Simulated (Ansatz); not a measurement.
The calculation's input:

```
crystal:
  periodic: [false, false, false]
  atoms:
    - {symbol: Ti, position_ang: [0.003937, -0.002318, 0.002565]}
    - {symbol: F, position_ang: [0.457685, -0.880425, -1.464956]}
    - {symbol: F, position_ang: [-1.177187, -0.698953, 1.120666]}
    - {symbol: F, position_ang: [0.715576, 1.581696, 0.341724]}
basis:
  gaussian: {orbitals: def2-TZVP, initial_orbitals: start.molden}
magnetization: {spin_polarized: true, initial_magnetization: 1}
hamiltonian: {xc: pbe0, dispersion: d4}
scf: {omitted_lower_state_checks: [starts]}
output: {forces: true, orbitals: {seedname: orbitals}}
```

Run with:

```sh
ansatz run in.yaml --threads 2 --pin off --events-out ev --progress --plain --max-ram 4352MiB
```

Geometry: PBE0-D4/def2-TZVP.

Level of theory: Ansatz, UKS PBE0-D4/def2-TZVP.

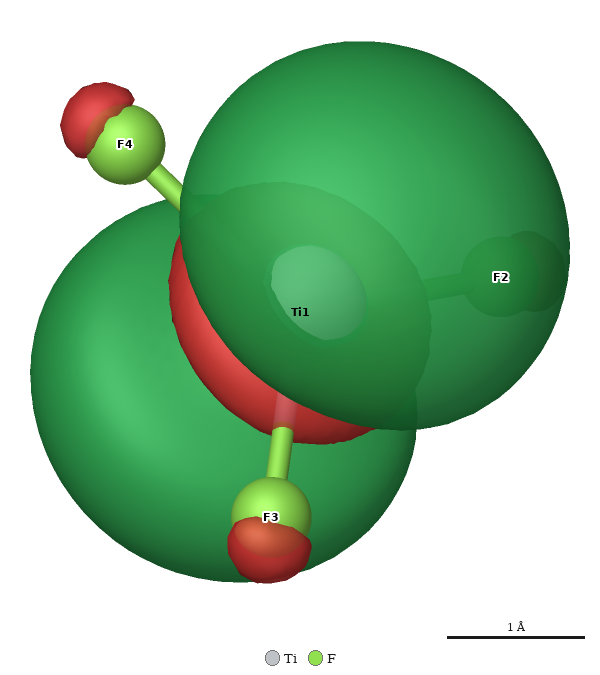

F3Ti (doublet). The LUMO (β) at ±0.08 Å⁻³ᐟ² (green and red are the two phases), seen at a tilt.

What is the character of this orbital?

Its weight (Hirshfeld) is mainly on Ti1 (about 95 %). Its energy is −2.48 eV.
